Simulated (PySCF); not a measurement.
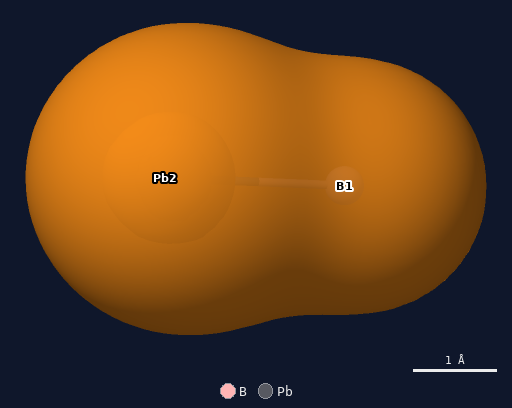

The picture shows: BPb (quartet). Isosurface of the spin density at +0.02 e/Å³ (orange), seen from one side.

Core potentials replace the inner electrons of Pb.

Theory: PySCF 2.14.0, PBE0/def2-SVP, non-relativistic Hamiltonian with scalar-relativistic core potentials where named, at a bond length of 2.259 Å.

Where is the unpaired spin?

Answer. The unpaired spin (3 electrons) lies mostly on B1 (about 1.5) and Pb2 (about 1.5), in electrons by Hirshfeld's partition.
